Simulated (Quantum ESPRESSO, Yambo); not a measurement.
# GaP (F-43m): a self-consistent loop beyond G0W0, cycle by cycle, part 2 of 2

Wanted: G0W0 and self-consistent gaps of GaP (F-43m), with the cost of the cycles.

Quantum ESPRESSO 7.5 and Yambo 5.3.0; PBE and many-body steps on it, plane waves. Known limits of the many-body steps: not at the basis limit; no spin-orbit coupling; coarse k mesh.

So far. Step 4 (G0W0): The gap on the mesh goes from 1.65 eV to 2.29 eV, a correction of +0.63 eV. Step 5 (evGW0, cycle 1): Against G0W0 in Yambo (4×4×4 mesh, 141 bands, screening to 210.9 eV, Godby-Needs plasmon pole), the gap moves by +0.064 eV.

## 6. evGW0, cycle 2

Level of this step: evGW0 on PBE, plane waves, norm-conserving pseudopotentials (Yambo).

The corrected levels of the last cycle go back in.

gw3.in

```
HF_and_locXC
gw0
dyson
ppa
em1d
rim_cut
RandQpts= 1000000
RandGvec= 1 RL
EXXRLvcs= 104 Ry
VXCRLvcs= 416 Ry
Chimod= "HARTREE"
% BndsRnXp
 1 | 141 |
%
NGsBlkXp= 15.5 Ry
% LongDrXp
 1 | 1 | 1 |
%
% GbndRnge
 1 | 141 |
%
DysSolver= "n"
ExtendOut
PPAPntXp= 27.21138 eV
% QPkrange
 1 | 8 | 10 | 17 |
%
GfnQPdb= "E < ./gw2_fix/ndb.QP"
```

Run with:

```sh
$ OMP_NUM_THREADS=1 mpirun -n 4 yambo -F gw3.in -J gw3,gw1_W -C gw3 > gw3.log
```

The log of the run:

```text
 Yambo, version 5.3.0

 [02] CORE Variables Setup
 =========================

  [... cell, symmetries and grids as in the set-up ...]

  [02.05] Energies & Occupations
  ==============================

  [X] === General ===
  [X] Electronic Temperature                        :  0.000000  0.000000 [eV K]
  [X] Bosonic    Temperature                        :  0.000000  0.000000 [eV K]
  [X] Finite Temperature mode                       : no
  [X] El. density                                   :  0.64228E+24 [cm-3]
[...]
Sx RL components                                 :   4957

   QP @ state[ 1 ] K range                          :   1   8
   QP @ state[ 1 ] b range                          :  10  17
   GF energies kind                                 : Perdew, Burke & Ernzerhof(X)+Perdew, Burke & Ernzerhof(C)+ E < ./gw1/ndb.QP + @E Fit+ E < ./gw2_fix/
   GF WF`s kind                                     : Perdew, Burke & Ernzerhof(X)+Perdew, Burke & Ernzerhof(C)
   Xs energies kind                                 : Perdew, Burke & Ernzerhof(X)+Perdew, Burke & Ernzerhof(C)
   Xs WF`s kind                                     : Perdew, Burke & Ernzerhof(X)+Perdew, Burke & Ernzerhof(C)

 [13] Game Over & Game summary
```

The job ended after 9.2 min (4 MPI ranks of Arm Neoverse V1, shared host; peak memory 1.8 GiB; 37 min of CPU time).

This step gave:

- quasiparticle gap on the mesh: 2.355 eV
- gap of the density functional on the mesh: 1.653 eV
- k of the valence top: 0, 0, 0
- k of the conduction bottom: 0, -0.5, -0.5
- least direct quasiparticle gap on the computed points: 2.792 eV

Against the cycle before, the gap moves by +0.006 eV.

The program's own table gives 2.482 eV, which is too large where the input levels are shifted: this version takes Σc at the unshifted level E₀, yet steps from the shifted one. The value above is the Newton step from E₀, E₀ + Z(Σc + Σx − Vxc), rebuilt from the printed columns.

## 7. evGW, cycle 1

This step: evGW on PBE, plane waves, norm-conserving pseudopotentials.

gw4.in, as its differences from gw3.in of step 6:

```diff
@@ -27,2 +27,3 @@
 %
-GfnQPdb= "E < ./gw2_fix/ndb.QP"
+GfnQPdb= "E < ./gw1/ndb.QP"
+XfnQPdb= "E < ./gw1/ndb.QP"
```

Run with:

```sh
$ OMP_NUM_THREADS=1 mpirun -n 4 yambo -F gw4.in -J gw4 -C gw4 > gw4.log
```

The log of the run:

```text
 Yambo, version 5.3.0

 [02] CORE Variables Setup
 =========================

  [... cell, symmetries and grids as in the set-up ...]

  [02.05] Energies & Occupations
  ==============================

  [X] === General ===
  [X] Electronic Temperature                        :  0.000000  0.000000 [eV K]
  [X] Bosonic    Temperature                        :  0.000000  0.000000 [eV K]
  [X] Finite Temperature mode                       : no
  [X] El. density                                   :  0.64228E+24 [cm-3]
[...]
Sx RL components                                 :   4957

   QP @ state[ 1 ] K range                          :   1   8
   QP @ state[ 1 ] b range                          :  10  17
   GF energies kind                                 : Perdew, Burke & Ernzerhof(X)+Perdew, Burke & Ernzerhof(C)+ E < ./gw1/ndb.QP + @E Fit
   GF WF`s kind                                     : Perdew, Burke & Ernzerhof(X)+Perdew, Burke & Ernzerhof(C)
   Xs energies kind                                 : Perdew, Burke & Ernzerhof(X)+Perdew, Burke & Ernzerhof(C)
   Xs WF`s kind                                     : Perdew, Burke & Ernzerhof(X)+Perdew, Burke & Ernzerhof(C)

 [15] Game Over & Game summary
```

It took 11 min on 4 MPI ranks; peak memory 1.9 GiB; 43 min of CPU time.

Numbers from this step:

```
quasiparticle gap on the mesh                         : 2.435 eV
gap of the density functional on the mesh             : 1.653 eV
k of the valence top                                  : 0, 0, 0
k of the conduction bottom                            : 0, -0.5, -0.5
least direct quasiparticle gap on the computed points : 2.867 eV
```

Against G0W0 in Yambo (4×4×4 mesh, 141 bands, screening to 210.9 eV, Godby-Needs plasmon pole), the gap moves by +0.149 eV.

The program's own table gives 2.544 eV, which is too large where the input levels are shifted: this version takes Σc at the unshifted level E₀, yet steps from the shifted one. The value above is the Newton step from E₀, E₀ + Z(Σc + Σx − Vxc), rebuilt from the printed columns.

## 8. evGW, cycle 2

gw5.in, as its differences from gw4.in of step 7:

```diff
@@ -27,3 +27,3 @@
 %
-GfnQPdb= "E < ./gw1/ndb.QP"
-XfnQPdb= "E < ./gw1/ndb.QP"
+GfnQPdb= "E < ./gw4_fix/ndb.QP"
+XfnQPdb= "E < ./gw4_fix/ndb.QP"
```

Run with:

```sh
$ OMP_NUM_THREADS=1 mpirun -n 4 yambo -F gw5.in -J gw5 -C gw5 > gw5.log
```

The log of the run:

```text
 Yambo, version 5.3.0

 [02] CORE Variables Setup
 =========================

  [... cell, symmetries and grids as in the set-up ...]

  [02.05] Energies & Occupations
  ==============================

  [X] === General ===
  [X] Electronic Temperature                        :  0.000000  0.000000 [eV K]
  [X] Bosonic    Temperature                        :  0.000000  0.000000 [eV K]
  [X] Finite Temperature mode                       : no
  [X] El. density                                   :  0.64228E+24 [cm-3]
[...]
Sx RL components                                 :   4957

   QP @ state[ 1 ] K range                          :   1   8
   QP @ state[ 1 ] b range                          :  10  17
   GF energies kind                                 : Perdew, Burke & Ernzerhof(X)+Perdew, Burke & Ernzerhof(C)+ E < ./gw1/ndb.QP + @E Fit+ E < ./gw4_fix/
   GF WF`s kind                                     : Perdew, Burke & Ernzerhof(X)+Perdew, Burke & Ernzerhof(C)
   Xs energies kind                                 : Perdew, Burke & Ernzerhof(X)+Perdew, Burke & Ernzerhof(C)
   Xs WF`s kind                                     : Perdew, Burke & Ernzerhof(X)+Perdew, Burke & Ernzerhof(C)

 [15] Game Over & Game summary
```

It took 11 min on 4 MPI ranks; peak memory 1.9 GiB.

Numbers from this step:

```
quasiparticle gap on the mesh                         : 2.471 eV
gap of the density functional on the mesh             : 1.653 eV
k of the valence top                                  : 0, 0, 0
k of the conduction bottom                            : 0, -0.5, -0.5
least direct quasiparticle gap on the computed points : 2.910 eV
```

Against the cycle before, the gap moves by +0.036 eV.

The program's own table gives 2.602 eV, which is too large where the input levels are shifted: this version takes Σc at the unshifted level E₀, yet steps from the shifted one. The value above is the Newton step from E₀, E₀ + Z(Σc + Σx − Vxc), rebuilt from the printed columns.

## 9. evGW, cycle 3

gw6.in, as its differences from gw5.in of step 8:

```diff
@@ -27,3 +27,3 @@
 %
-GfnQPdb= "E < ./gw4_fix/ndb.QP"
-XfnQPdb= "E < ./gw4_fix/ndb.QP"
+GfnQPdb= "E < ./gw5_fix/ndb.QP"
+XfnQPdb= "E < ./gw5_fix/ndb.QP"
```

Run with:

```sh
$ OMP_NUM_THREADS=1 mpirun -n 4 yambo -F gw6.in -J gw6 -C gw6 > gw6.log
```

The log of the run:

```text
 Yambo, version 5.3.0

 [02] CORE Variables Setup
 =========================

  [... cell, symmetries and grids as in the set-up ...]

  [02.05] Energies & Occupations
  ==============================

  [X] === General ===
  [X] Electronic Temperature                        :  0.000000  0.000000 [eV K]
  [X] Bosonic    Temperature                        :  0.000000  0.000000 [eV K]
  [X] Finite Temperature mode                       : no
  [X] El. density                                   :  0.64228E+24 [cm-3]
[...]
Sx RL components                                 :   4957

   QP @ state[ 1 ] K range                          :   1   8
   QP @ state[ 1 ] b range                          :  10  17
   GF energies kind                                 : Perdew, Burke & Ernzerhof(X)+Perdew, Burke & Ernzerhof(C)+ E < ./gw1/ndb.QP + @E Fit+ E < ./gw4_fix/
   GF WF`s kind                                     : Perdew, Burke & Ernzerhof(X)+Perdew, Burke & Ernzerhof(C)
   Xs energies kind                                 : Perdew, Burke & Ernzerhof(X)+Perdew, Burke & Ernzerhof(C)
   Xs WF`s kind                                     : Perdew, Burke & Ernzerhof(X)+Perdew, Burke & Ernzerhof(C)

 [15] Game Over & Game summary
```

The job ended after 11 min (4 MPI ranks; peak memory 1.9 GiB; 42 min of CPU time).

This step gave:

| Property | Result |
| --- | --- |
| quasiparticle gap on the mesh | 2.481 eV |
| gap of the density functional on the mesh | 1.653 eV |
| k of the valence top | 0, 0, 0 |
| k of the conduction bottom | 0, -0.5, -0.5 |
| least direct quasiparticle gap on the computed points | 2.922 eV |

Against the cycle before, the gap moves by +0.010 eV.

The program's own table gives 2.617 eV, which is too large where the input levels are shifted: this version takes Σc at the unshifted level E₀, yet steps from the shifted one. The value above is the Newton step from E₀, E₀ + Z(Σc + Σx − Vxc), rebuilt from the printed columns.

## 10. evGW, cycle 4

gw7.in, as its differences from gw6.in of step 9:

```diff
@@ -27,3 +27,3 @@
 %
-GfnQPdb= "E < ./gw5_fix/ndb.QP"
-XfnQPdb= "E < ./gw5_fix/ndb.QP"
+GfnQPdb= "E < ./gw6_fix/ndb.QP"
+XfnQPdb= "E < ./gw6_fix/ndb.QP"
```

Run with:

```sh
$ OMP_NUM_THREADS=1 mpirun -n 4 yambo -F gw7.in -J gw7 -C gw7 > gw7.log
```

The log of the run:

```text
 Yambo, version 5.3.0

 [02] CORE Variables Setup
 =========================

  [... cell, symmetries and grids as in the set-up ...]

  [02.05] Energies & Occupations
  ==============================

  [X] === General ===
  [X] Electronic Temperature                        :  0.000000  0.000000 [eV K]
  [X] Bosonic    Temperature                        :  0.000000  0.000000 [eV K]
  [X] Finite Temperature mode                       : no
  [X] El. density                                   :  0.64228E+24 [cm-3]
[...]
Sx RL components                                 :   4957

   QP @ state[ 1 ] K range                          :   1   8
   QP @ state[ 1 ] b range                          :  10  17
   GF energies kind                                 : Perdew, Burke & Ernzerhof(X)+Perdew, Burke & Ernzerhof(C)+ E < ./gw1/ndb.QP + @E Fit+ E < ./gw4_fix/
   GF WF`s kind                                     : Perdew, Burke & Ernzerhof(X)+Perdew, Burke & Ernzerhof(C)
   Xs energies kind                                 : Perdew, Burke & Ernzerhof(X)+Perdew, Burke & Ernzerhof(C)
   Xs WF`s kind                                     : Perdew, Burke & Ernzerhof(X)+Perdew, Burke & Ernzerhof(C)

 [15] Game Over & Game summary
```

Wall time 11 min (4 MPI ranks); peak memory 1.9 GiB.

Numbers from this step:

| Item | Value |
| --- | --- |
| quasiparticle gap on the mesh | 2.484 eV |
| gap of the density functional on the mesh | 1.653 eV |
| k of the valence top | 0, 0, 0 |
| k of the conduction bottom | 0, -0.5, -0.5 |
| least direct quasiparticle gap on the computed points | 2.926 eV |

Against the cycle before, the gap moves by +0.003 eV.

The program's own table gives 2.622 eV, which is too large where the input levels are shifted: this version takes Σc at the unshifted level E₀, yet steps from the shifted one. The value above is the Newton step from E₀, E₀ + Z(Σc + Σx − Vxc), rebuilt from the printed columns.

## 11. The runs together

Times are wall times on 4 MPI ranks of Arm Neoverse V1, shared host, good to a factor of about two.

```
           run   mesh  bands  screening cutoff (eV)  DFT gap (eV)  gap on the mesh (eV)  direct (eV)     time
          G0W0  4×4×4    141                  210.9         1.653                 2.285        2.691   11 min
evGW0, cycle 1  4×4×4    141                  210.9         1.653                 2.349        2.782  9.1 min
evGW0, cycle 2  4×4×4    141                  210.9         1.653                 2.355        2.792  9.2 min
 evGW, cycle 1  4×4×4    141                  210.9         1.653                 2.435        2.867   11 min
 evGW, cycle 2  4×4×4    141                  210.9         1.653                 2.471        2.910   11 min
 evGW, cycle 3  4×4×4    141                  210.9         1.653                 2.481        2.922   11 min
 evGW, cycle 4  4×4×4    141                  210.9         1.653                 2.484        2.926   11 min
```

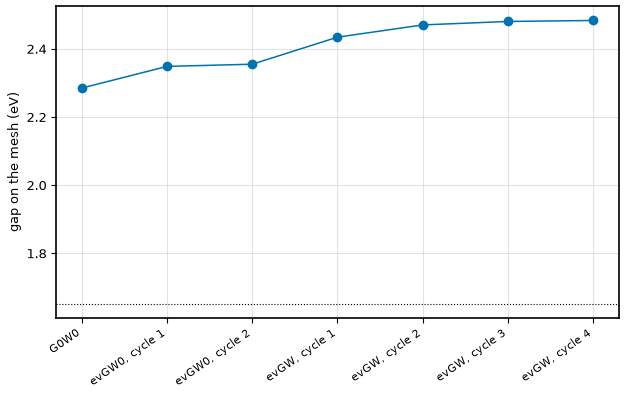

The gap through the cycles; the dotted line is the starting gap.

## 12. Outcome

```yaml
g0w0: 2.285 eV
evgw0_cycle_1: 2.349 eV
evgw0_cycle_2: 2.355 eV
evgw_cycle_1: 2.435 eV
evgw_cycle_2: 2.471 eV
evgw_cycle_3: 2.481 eV
evgw_cycle_4: 2.484 eV
known_limits: not at the basis limit; no spin-orbit coupling; coarse k mesh
```

evGW0 ends at 2.36 eV, +0.07 eV from G0W0, after 2 cycles that took 18 min beside the first screening; the last moved the gap by 0.006 eV. evGW ends at 2.48 eV, +0.20 eV from G0W0, after 4 cycles that took 43 min beside the first screening; the last moved the gap by 0.003 eV. Against experiment, by evGW, cycle 4: the gap of 2.48 eV lies +0.23 eV from the measured 2.25 ± 0.04 eV (indirect, 300 K, on Si, 2020). These are gaps on the mesh, at modest bands and cutoff. The calculation has static nuclei and no excitons; a measured gap holds zero-point and thermal motion, which mostly lowers it. Bands and cutoff are finite, so the gap is not at the basis limit. The miss can reach some tenths of an eV and take either sign; the mesh is an error of its own. A denser mesh or path gives a starting gap of 1.59 eV: the GW mesh misses a band edge, so its gaps are not the fundamental one. The 4×4×4 mesh is coarse for this cell, which bears on the long-range parts of exchange and screening. The many-body steps are scalar-relativistic: spin-orbit coupling is not in them.

[Paths, hosts, dates, memory and timing lines, banners, echoed tables and standing remarks are left out of the program output.]

[Logs are printed without paths, hosts, clocks, repeated set-up lines and the standing remarks that a program may print on its own settings, such as how far it seeks lower states.]

[Runs of the session that timed out or met a known fault of the program may be left out.]

[Hosts, paths, dates, database ids (printed as entryN), source tags and the programs' standing remarks are cut or masked in the printed files.]
